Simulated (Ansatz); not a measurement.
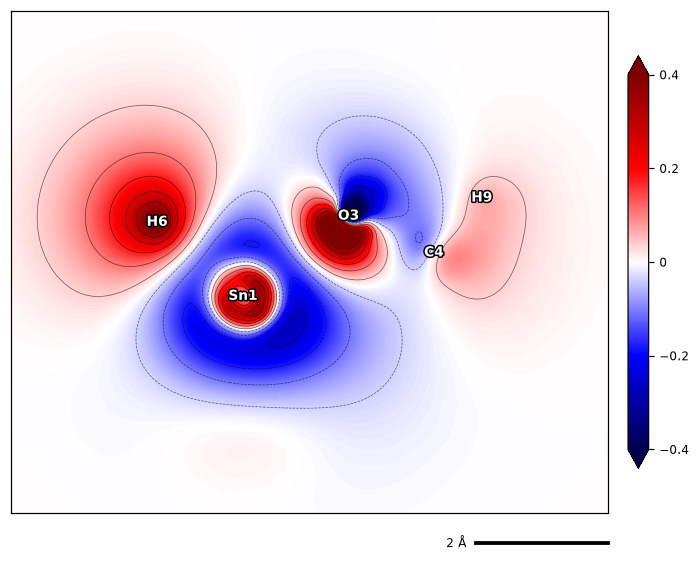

CH$_{6}$OSSn. One frontier orbital on the plane of atoms O3, Sn1 and H6 (values in Å⁻³ᐟ²; the overall sign is arbitrary).

Core potentials replace the inner electrons of Sn.

Theory: Ansatz, RKS PBE-D4/def2-SVP.

```xyz
10

Sn    0.0429   -0.7999    1.1236
S     1.6491    0.9471    1.7110
O    -0.3066   -0.7158   -0.8585
C    -0.7359    0.5013   -1.4347
H    -0.0502    1.3557   -1.2164
H     0.6724   -2.3914    1.3079
H    -1.3947   -0.4191    2.0086
H     2.6507    0.3462    1.0069
H    -0.7656    0.3717   -2.5394
H    -1.7623    0.8042   -1.1093
```

Which orbital is it: HOMO or LUMO?

The LUMO, at −1.60 eV. It lies mainly on Sn1 (about 35 %), S2 (about 25 %), H6 (about 10 %), O3 (about 10 %) and H7 (about 10 %).
